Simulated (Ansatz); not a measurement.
# TaSi2N4 bilayer (AA') in a perpendicular field

Aim: how the TaSi2N4 bilayer (AA') screens a field along its normal, and what the field does to its bands. A positive field points along +c.

Calculated with Ansatz 0.2.0; plane-wave DFT, PBE-D3(BJ), Ansatz PAW.

## 1. The structure

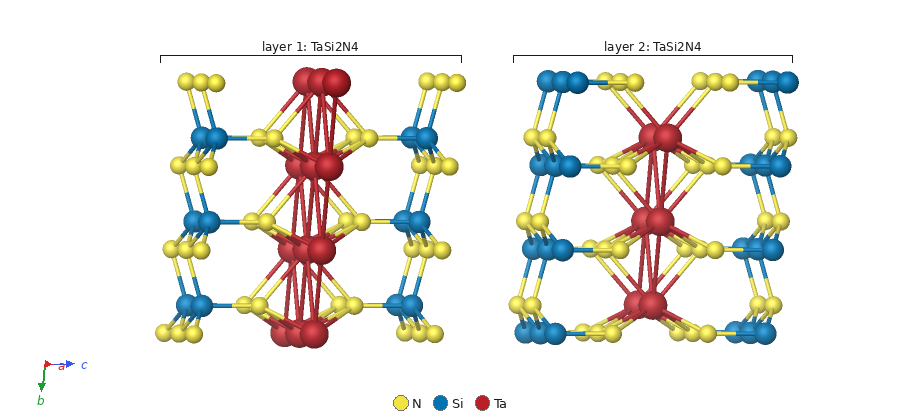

The cell as given, from the side, with the c axis across the page (nitrogen yellow, silicon blue, tantalum red). 2×3×1 cells are drawn. Bonds to atoms that aren't drawn are left out. Some periodic images of atoms are drawn too.

The cell holds 14 atoms: 8 N, 4 Si and 2 Ta. Cell: a = 2.920 Å, b = 2.920 Å, c = 66.755 Å, α = 90.0°, β = 90.0°, γ = 120.0°. Regions: layer 1: TaSi2N4, 7 atoms (4 N, 2 Si and 1 Ta); layer 2: TaSi2N4, 7 atoms (4 N, 2 Si and 1 Ta). Vacuum lies along c.

As a file:

```cif
data_structure
_symmetry_space_group_name_H-M 'P 1'
_symmetry_Int_Tables_number 1
_cell_length_a 2.9200
_cell_length_b 2.9200
_cell_length_c 66.7553
_cell_angle_alpha 90.000
_cell_angle_beta 90.000
_cell_angle_gamma 120.000
_cell_volume 492.93
loop_
_atom_site_label
_atom_site_type_symbol
_atom_site_fract_x
_atom_site_fract_y
_atom_site_fract_z
_atom_site_occupancy
N1 N 0.00000 0.00000 0.36626 1
Si2 Si 0.33333 0.66667 0.37330 1
N3 N 0.33333 0.66667 0.39951 1
Ta4 Ta 0.00000 0.00000 0.42115 1
N5 N 0.33333 0.66667 0.44278 1
Si6 Si 0.33333 0.66667 0.46900 1
N7 N 0.00000 0.00000 0.47603 1
N8 N 0.33333 0.66667 0.52397 1
Si9 Si 0.00000 0.00000 0.53100 1
N10 N 0.00000 0.00000 0.55722 1
Ta11 Ta 0.33333 0.66667 0.57885 1
N12 N 0.00000 0.00000 0.60049 1
Si13 Si 0.00000 0.00000 0.62670 1
N14 N 0.33333 0.66667 0.63374 1
```

## 2. Relaxation

The starting cell is a guess, so the in-plane lattice and the atoms are relaxed first, with the slab cut off from its images along the normal.

Input file input.yaml:

```yaml
crystal:
  lattice:
    - [2.92, 0.0, 0.0]
    - [-1.46, 2.5287941791, 0.0]
    - [0.0, 0.0, 66.7552949306]
  atoms:
    - { symbol: "N", position: [0.0, 0.0, 0.3662630811] }
    - { symbol: Si, position: [0.3333333333, 0.6666666667, 0.3732952166] }
    - { symbol: "N", position: [0.3333333333, 0.6666666667, 0.3995103655] }
    - { symbol: Ta, position: [0.0, 0.0, 0.4211474724], spin: 1.0 }
    - { symbol: "N", position: [0.3333333333, 0.6666666667, 0.4427845793] }
    - { symbol: Si, position: [0.3333333333, 0.6666666667, 0.4689997283] }
    - { symbol: "N", position: [0.0, 0.0, 0.4760318638] }
    - { symbol: "N", position: [0.3333333333, 0.6666666667, 0.5239681362] }
    - { symbol: Si, position: [0.0, 0.0, 0.5310002717] }
    - { symbol: "N", position: [0.0, 0.0, 0.5572154207] }
    - { symbol: Ta, position: [0.3333333333, 0.6666666667, 0.5788525276], spin: 1.0 }
    - { symbol: "N", position: [0.0, 0.0, 0.6004896345] }
    - { symbol: Si, position: [0.0, 0.0, 0.6267047834] }
    - { symbol: "N", position: [0.3333333333, 0.6666666667, 0.6337369189] }
  periodic: [true, true, false]
magnetization:
  spin_polarized: true
kpoints:
  mp_grid: { grid: [12, 12, 1] }
hamiltonian:
  xc: pbe
  dispersion: d3bj
scf:
  occupations: { method: fermi_dirac, width: 0.05 }
  convergence: { dr2_threshold: 1.0e-09 }
relax:
  f_tol: 0.004
  max_steps: 90
  cell: {}
output:
  write_potential: true
  write_density: true
  volumetric_format: npy
```

Run with:

```bash
ansatz run input.yaml --threads 4 --pin off --max-ram 6144MiB --backend cpu --events-out ev --progress --plain --runs-dir out
```

Numbers of over 12 decimals in the logs are rounded to 6 here.

Output:

```text
Warning: relax.cell: scf.convergence.dr2_threshold = 1e-9 eV is looser than the 1.80431563947e-10 eV advised for a relaxation that steers and ends on the stress (1e-10 eV for each atom of the cell: 14, times the square of relax.cell.stress_2d_tol = 0.05 N/m over 27.9 Å (the atoms' height at the walk's start and 5 Å past either face), 1.795e-2 GPa, over a crystal's default 0.05). What an SCF threshold leaves in a stress goes as its square root, and in the free energy as the threshold itself, and one threshold admits the most on a small cell: [figures from the program's tests cut] Set scf.convergence.dr2_threshold to 1.80431563947e-10 eV or tighter. [rest of the remark cut]
Engine: ansatz 0.2.0, x86_64-unknown-linux-gnu
Pseudopotentials: kind: paw
Pseudopotential: N, paw, valence charge 5, recommended cutoff 420 eV (normal), N.paw.azcp
Pseudopotential: Si, paw, valence charge 4, recommended cutoff 420 eV (normal), Si.paw.azcp
Pseudopotential: Ta, paw, valence charge 13, recommended cutoff 420 eV (normal), Ta.paw.azcp
Functional definition: PBE
  parameter kappa = 0.804
  parameter beta = 0.066725
  exchange = pbe_x(kappa = kappa, mu = beta*pi^2/3)
  correlation = pbe_c(beta = beta)
Crystal: 14 atoms, lattice volume = 492.926 Å³
Basis set: ecut = 420 eV, 9535 PW (Γ), exchange–correlation on 40×40×900 points (8 copies of the dense FFT grid, shifted against one another)
Bands: 56, of which v1, the nominal top of the filled ones, is band 41 counted from 1 (40 counted from 0)
Symmetry: 12 space group operations
Space group: P-3m1 (ITA 164), of the structure as read, at distance tolerance 7.9e-5 Å
Magnetic group: BNS 164.85 (UNI 1315), of the structure as read, at distance tolerance 7.9e-5 Å
k-points: 19 of 144
Non-local potential: N, projectors of the file, l = 0: 2, l = 1: 2, l = 2: 1
Non-local potential: Si, projectors of the file, l = 0: 2, l = 1: 2, l = 2: 2
Non-local potential: Ta, projectors of the file, l = 0: 3, l = 1: 2, l = 2: 2, l = 3: 1
PAW form: soft (Blöchl's): semilocal exchange-correlation on the pseudo side does not see the compensation charge
PAW one-centre angular grid: N, 110 points (default); XC on 64 Gauss nodes
PAW one-centre angular grid: Si, 110 points (default); XC on 64 Gauss nodes
PAW one-centre angular grid: Ta, 590 points (default); XC on 64 Gauss nodes
Initial density: superposition of atomic densities (neutral atoms: chi_scale 0, normalization atom)
Starting moments: Σ|m| = 2 μB on 2 of 14 sites
Initial wavefunctions: pseudopotential atomic-orbital guess
Functional: x = pbe(κ = 0.804, μ = 0.219515), c = pbe(β = 0.066725)
SCF iter   1: F=—  HF=-25510.465623 eV  |F-HF|=—  |Δ(HF+E_count)|=         —  Δρ=4.93e-2 (↑4.93e-2 ↓4.87e-2)  dr2=5.47e1  dr2_m=8.69e-2  M=1.483 μB ∫|m|=1.543 μB  β_m=0.30  ethr=3.10e-3  ⟨swp⟩=12.7  Hψ=16361  notcnv=0  defer=50
Mixer restart at iter 1: flushing history
preconditioner: auto → LDOS  [metal: Δε(μ)=0.038 eV  Ē_g=13.249 eV  σ=0.050 eV  W_gap=0.19  n_scr=42 (ndim 8)  ℏωp=13.6 eV  f_vac=0.675  D(μ)=2.44/eV (n_scr^D=20)]
spin=Collinear: LDOS preconditioning applied to the charge; magnetization (m = ρ↑ − ρ↓) channel mixes plain (no charge-response kernel on spin).
SCF iter   2: F=—  HF=-25497.431160 eV  |F-HF|=—  |Δ(HF+E_count)|=    1.30e1  Δρ=2.02e-2 (↑2.02e-2 ↓1.98e-2)  dr2=9.59e0  dr2_m=4.11e-2  M=1.489 μB ∫|m|=1.538 μB  β_m=0.39  ethr=3.10e-3  ⟨swp⟩=5.1  Hψ=6485  notcnv=0  defer=340
SCF iter   3: F=—  HF=-25495.401792 eV  |F-HF|=—  |Δ(HF+E_count)|=    2.03e0  Δρ=7.77e-3 (↑7.57e-3 ↓7.77e-3)  dr2=7.33e-1  dr2_m=1.05e-2  M=1.474 μB ∫|m|=1.495 μB  β_m=0.54  ethr=3.10e-3  ⟨swp⟩=3.9  Hψ=4978  notcnv=0  defer=338
SCF iter   4: F=—  HF=-25495.367137 eV  |F-HF|=—  |Δ(HF+E_count)|=   3.47e-2  Δρ=1.96e-3 (↑1.92e-3 ↓1.96e-3)  dr2=5.33e-2  dr2_m=1.67e-3  M=1.461 μB ∫|m|=1.470 μB  β_m=0.58  ethr=8.94e-4  ⟨swp⟩=2.9  Hψ=3742  notcnv=0  defer=346
SCF iter   5: F=—  HF=-25495.372570 eV  |F-HF|=—  |Δ(HF+E_count)|=         —  Δρ=6.55e-4 (↑6.55e-4 ↓6.03e-4)  dr2=2.09e-3  dr2_m=9.30e-4  M=1.416 μB ∫|m|=1.423 μB  β_m=0.58  ethr=6.50e-5  ⟨swp⟩=3.3  Hψ=4975  notcnv=0  defer=346
SCF iter   6: F=—  HF=-25495.373903 eV  |F-HF|=—  |Δ(HF+E_count)|=   1.33e-3  Δρ=3.62e-4 (↑3.62e-4 ↓3.57e-4)  dr2=5.96e-4  dr2_m=3.05e-4  M=1.414 μB ∫|m|=1.420 μB  β_m=0.79  ethr=2.54e-6  ⟨swp⟩=3.3  Hψ=4638  notcnv=0  defer=346
SCF iter   7: F=—  HF=-25495.374877 eV  |F-HF|=—  |Δ(HF+E_count)|=   9.74e-4  Δρ=9.00e-5 (↑9.00e-5 ↓8.43e-5)  dr2=1.40e-4  dr2_m=1.04e-5  M=1.414 μB ∫|m|=1.420 μB  β_m=0.72  ethr=7.27e-7  ⟨swp⟩=3.2  Hψ=4526  notcnv=0  defer=346
SCF iter   8: F=—  HF=-25495.374925 eV  |F-HF|=—  |Δ(HF+E_count)|=   4.79e-5  Δρ=4.26e-5 (↑3.85e-5 ↓4.26e-5)  dr2=1.07e-5  dr2_m=3.00e-6  M=1.416 μB ∫|m|=1.422 μB  β_m=0.85  ethr=1.71e-7  ⟨swp⟩=3.3  Hψ=4387  notcnv=0  defer=346
SCF iter   9: F=—  HF=-25495.374604 eV  |F-HF|=—  |Δ(HF+E_count)|=   3.21e-4  Δρ=2.03e-5 (↑1.63e-5 ↓2.03e-5)  dr2=1.35e-6  dr2_m=1.11e-6  M=1.420 μB ∫|m|=1.426 μB  β_m=0.91  ethr=1.31e-8  ⟨swp⟩=3.4  Hψ=4985  notcnv=0  defer=346
SCF iter  10: F=—  HF=-25495.374610 eV  |F-HF|=—  |Δ(HF+E_count)|=   5.77e-6  Δρ=1.36e-5 (↑1.13e-5 ↓1.36e-5)  dr2=4.28e-7  dr2_m=6.28e-7  M=1.423 μB ∫|m|=1.430 μB  β_m=0.96  ethr=1.65e-9  ⟨swp⟩=3.3  Hψ=4840  notcnv=0  defer=346
SCF iter  11: F=—  HF=-25495.374613 eV  |F-HF|=—  |Δ(HF+E_count)|=   2.62e-6  Δρ=8.19e-6 (↑7.21e-6 ↓8.19e-6)  dr2=6.83e-7  dr2_m=1.07e-7  M=1.427 μB ∫|m|=1.433 μB  β_m=0.83  ethr=5.22e-10  ⟨swp⟩=4.2  Hψ=5420  notcnv=0  defer=346
SCF iter  12: F=—  HF=-25495.374613 eV  |F-HF|=—  |Δ(HF+E_count)|=   1.34e-7  Δρ=3.11e-6 (↑2.78e-6 ↓3.11e-6)  dr2=8.98e-8  dr2_m=1.58e-8  M=1.429 μB ∫|m|=1.435 μB  β_m=0.82  ethr=5.22e-10  ⟨swp⟩=3.1  Hψ=4759  notcnv=0  defer=346
SCF iter  13: F=—  HF=-25495.374613 eV  |F-HF|=—  |Δ(HF+E_count)|=   1.48e-7  Δρ=9.43e-7 (↑8.29e-7 ↓9.43e-7)  dr2=9.55e-9  dr2_m=5.47e-10  M=1.429 μB ∫|m|=1.436 μB  β_m=0.80  ethr=1.09e-10  ⟨swp⟩=3.2  Hψ=4757  notcnv=0  defer=346
SCF iter  14: F=-25495.374613 eV  HF=-25495.374613 eV  |F-HF|=1.97e-8  |Δ(HF+E_count)|=   6.28e-8  Δρ=2.79e-7 (↑2.79e-7 ↓2.67e-7)  dr2=8.02e-10  dr2_m=7.19e-11  M=1.429 μB ∫|m|=1.436 μB  ethr=1.22e-12  ⟨swp⟩=10.8  Hψ=19591  notcnv=0
SCF 1 converged in 14 iterations: F = -25495.374613 eV  dr2 = 8.02e-10
  greatest PAW one-centre occupation: 0.999 electrons in one spin orbital (limit 2), on the Ta atom at site 10 (counted from 0), in its partial waves of l = 0
[...]
eigensolver tolerance schedule: the retry pair's looser diagonalisation over-reported the residual by 19891.68 of it (diagonalisation noise at 2.78 of the residual, at the tolerance the schedule requests for it); recorded, not acted on — ethr = c·dr2/N_el stays at c = 1.0e-1
spin=Collinear: LDOS preconditioning applied to the charge; magnetization (m = ρ↑ − ρ↓) channel mixes plain (no charge-response kernel on spin).
SCF iter   2: F=—  HF=-25496.974016 eV  |F-HF|=—  |Δ(HF+E_count)|=   8.61e-5  Δρ=4.42e-7 (↑4.42e-7 ↓4.42e-7)  dr2=2.28e-9  dr2_m=1.01e-11  M=1.405 μB ∫|m|=1.420 μB  β_m=0.41  ethr=5.76e-12  ⟨swp⟩=7.2  Hψ=10186  notcnv=0
SCF iter   3: F=—  HF=-25496.974016 eV  |F-HF|=—  |Δ(HF+E_count)|=  1.46e-11  Δρ=3.00e-7 (↑3.00e-7 ↓3.00e-7)  dr2=5.26e-10  dr2_m=5.09e-12  M=1.405 μB ∫|m|=1.420 μB  β_m=0.70  ethr=2.78e-12  ⟨swp⟩=2.6  Hψ=3438  notcnv=0
SCF iter   4: F=-25496.974016 eV  HF=-25496.974016 eV  |F-HF|=3.57e-10  |Δ(HF+E_count)|=  6.33e-10  Δρ=8.24e-8 (↑7.52e-8 ↓8.24e-8)  dr2=5.96e-11  dr2_m=1.59e-12  M=1.405 μB ∫|m|=1.420 μB  ethr=1.00e-12  ⟨swp⟩=19.4  Hψ=20829  notcnv=0
SCF 12 converged in 4 iterations: F = -25496.974016 eV  dr2 = 5.96e-11
relax step  12: F+E_penalty+E_count = -25496.97401596 eV  Δ(F+E_penalty+E_count) = -2.084e-4 eV  max|allowed force component| = 2.542e-3 eV/Å  Δτ_max = 0.0000 Å  P = -0.002 N/m  Ω = 503.617 Å³  fix = [c, alpha, beta]  reactions: c -0.000 N/m  stress off target by 2.32e-3 N/m on what of the cell is left free  SCF on the basis re-selected at this cell (its energy is not comparable with the rows above)  (4 SCF iters)
basis re-selected at this cell: Δ(F+E_penalty+E_count) = -2.084e-4 eV, ΔP = +0.003 N/m vs the last step (what re-selecting the basis moved, of the pressure what is left beyond the Pulay correction that the steps carried, after the strain that the cell walked since its last selection, with what the two solves' SCF thresholds leave and, on support functions, any second-order correction that the steps lacked; it is no m [...]
WARN: The output density's exchange-correlation potential varies sharply where the density is thin. Do not read a vacuum level from v_tot or v_xc, or from such a field of the output density. On a cell that repeats whose density bears no net charge and no dipole along the vacuum's axis use v_es (v_loc + v_h of the components); under efield.dipole_correction with no amplitude use v_es + v_field, which holds any externa [...]
an SCF from antiferromagnetic starting moments (0.00, 0.00, 0.00, -1.00, 0.00, 0.00, 0.00, 0.00, 0.00, 0.00, 1.00, 0.00, 0.00, 0.00 Bohr magnetons, atom by atom) was not made, so that it is not known whether that order lies lower: the deck asks for what bars it, or types moments that do (magnetization.spin_polarized, in the input reference, names some of the keys), or the run goes by scf.lower_state_search: light, the default, which as a rule tries one only behind a close that has lost an order of both signs, or on which an open d or half-filled 4f shell of a PAW file has lost a moment that was set nearer to Hund's than to what is left; [rest of the remark cut]
SCF converged after 4 iterations
Magnetization: 1.4045 μB (41.7023 up, 40.2977 down)
Absolute magnetization: 1.4205 μB (∫|ρ↑−ρ↓|, with the PAW one-centre terms)
Spin contamination: 0.0047 ħ² per cell (⟨S²⟩ above its minimum at these occupations)
Per-site moments (μB) at R_I (Å): [(0.00762756, 0.733001), (0.00272517, 0.721553), (0.011217, 0.721553), (0.235964, 0.873287), (0.011625, 0.720973), (0.00267772, 0.720973), (0.00880434, 0.731953), (0.00880434, 0.731953), (0.00267772, 0.720973), (0.011625, 0.720973), (0.235964, 0.873287), (0.011217, 0.721553), (0.00272517, 0.721553), (0.00762756, 0.733001)]
Free energy (F): -25496.974016 eV
Harris-Foulkes:  -25496.974016 eV  (|F-HF|=3.57e-10)
Internal energy: -25496.940369 eV  (E = F + TS)
E sigma→0 (E₀):  -25496.957192 eV
Entropy (-TS):   -0.033647 eV (-2.403 meV/atom)
Fermi energy:    -5.313684 eV
--- Per-component energies (eV) ---
  E_band       = -1621.104610
  E_kinetic    = 1982.083805
  E_local      = -848096.073697  (includes V_loc(G=0)·N_el)
  E_nonlocal   = 489.253774
  E_hartree    = 422809.314098
  E_xc         = -1149.707143
  E_vxc        = -1221.546086  (∫ρ·V_xc dr)
  E_paw        = -19866.301009  (= ΣΔE_a)
  E_vpaw       = -393.452462  (= ΣTr[D̂ρ^β])
  E_aug_tail   = 0.001218  (compensation charges beyond the density's cutoff)
  E_ewald      = 418338.407314
  E_disp       = -3.918730  (pairwise vdW)
  E_smearing   = -0.033647  (= −TS)
  E_closure    = -0.000000  (closes the sum)
  Σ components = -25496.974016   (vs F -25496.974016, Δ=0.00e0)
--- Forces (eV/Å), atoms counted from 1 ---
  atom   1  N     -0.00000000     0.00000000     0.00158556
  atom   2  Si     0.00000000    -0.00000000    -0.00249175
  atom   3  N     -0.00000000     0.00000000     0.00090379
  atom   4  Ta     0.00000000     0.00000000     0.00010403
  atom   5  N      0.00000000     0.00000000    -0.00090352
  atom   6  Si     0.00000000    -0.00000000     0.00254163
  atom   7  N      0.00000000     0.00000000    -0.00168850
  atom   8  N     -0.00000000    -0.00000000     0.00168850
  atom   9  Si     0.00000000     0.00000000    -0.00254163
  atom  10  N      0.00000000    -0.00000000     0.00090352
  atom  11  Ta     0.00000000    -0.00000000    -0.00010403
  atom  12  N      0.00000000    -0.00000000    -0.00090379
  atom  13  Si     0.00000000     0.00000000     0.00249175
  atom  14  N      0.00000000    -0.00000000    -0.00158556
  max |Σ_I F_I| component: 7.40e-17 eV/Å
--- 2D stress c σ (N/m, compression-positive) ---
       -0.002318       0.000000       0.000000
        0.000000      -0.002318      -0.000000
        0.000000      -0.000000      -0.000000
  P = ½ c Tr σ = -0.0023 N/m
--- Band table (eV; the first three rows and the last of 38) ---
  k-point 0 ↑: bands = [... 37 lower, -7.5430, -7.5430, -7.2146, -4.8063, -4.7146, -1.6973, -1.6937, -1.6897, ... 11 higher]
  k-point 1 ↑: bands = [... 37 lower, -7.6555, -7.4866, -7.1813, -4.8591, -4.8133, -2.1444, -2.0515, -1.6618, ... 11 higher]
  k-point 2 ↑: bands = [... 37 lower, -7.9130, -7.5595, -7.2464, -5.2545, -5.2523, -2.1847, -2.0560, -1.5549, ... 11 higher]
  k-point 18 ↓: bands = [... 37 lower, -7.4912, -6.6900, -6.6900, -4.5079, -4.4986, -1.6368, -1.6368, -1.3385, ... 11 higher]
  the weakly bound empty levels are not read free of the cell's end (no_gap_told)
--- Relaxed structure (10 steps of the walk, 10 accepted, 2 SCFs on fresh bases) ---
  F+E_penalty+E_count = -25496.97401596 eV   max|allowed force component| = 2.542e-3 eV/Å   (the final SCF, on the basis selected at the relaxed cell)
  cell:  # Å, volume = 503.6170 Å³
    - [2.951495, 0, 0]
    - [-1.475747, 2.556070, 0]
    - [0, 0, 66.7552949306]
  atoms:
    - { symbol: N, position: [1.609488338097099e-17, -5.0885221963063517e-17, 0.374351] }
    - { symbol: Si, position: [0.333333, 0.666667, 0.381899] }
    - { symbol: N, position: [0.333333, 0.666667, 0.408102] }
    - { symbol: Ta, position: [1.414723659114122e-17, -5.0885221963063535e-17, 0.426934] }
    - { symbol: N, position: [0.333333, 0.666667, 0.445752] }
    - { symbol: Si, position: [0.333333, 0.666667, 0.471935] }
    - { symbol: N, position: [1.2056630091866158e-17, -5.088522196306356e-17, 0.479347] }
    - { symbol: N, position: [0.333333, 0.666667, 0.520653] }
    - { symbol: Si, position: [6.768673400768022e-18, -5.0885221963063233e-17, 0.528065] }
    - { symbol: N, position: [6.740952670122588e-18, -5.0885221963063264e-17, 0.554248] }
    - { symbol: Ta, position: [0.333333, 0.666667, 0.573066] }
    - { symbol: N, position: [1.982652203533555e-18, -5.088522196306327e-17, 0.591898] }
    - { symbol: Si, position: [1.9727592003766626e-18, -5.088522196306328e-17, 0.618101] }
    - { symbol: N, position: [0.333333, 0.666667, 0.625649] }
```

It took 2.2 min on 4 threads of AMD EPYC 9R45, shared host; peak memory 1.8 GiB.

[end of part 1 of 3]

[Logs are printed without paths, hosts, clocks, repeated set-up lines and the standing remarks that a program may print on its own settings, such as how far it seeks lower states.]

[Hosts, paths, dates, database ids (printed as entryN), source tags and the programs' standing remarks are cut or masked in the printed files.]

[Maps of the electrostatic potential energy from Ansatz leave out the sawtooth potential of an applied field or a dipole correction, so their vacuum need not be flat; planar profiles and work functions include it.]
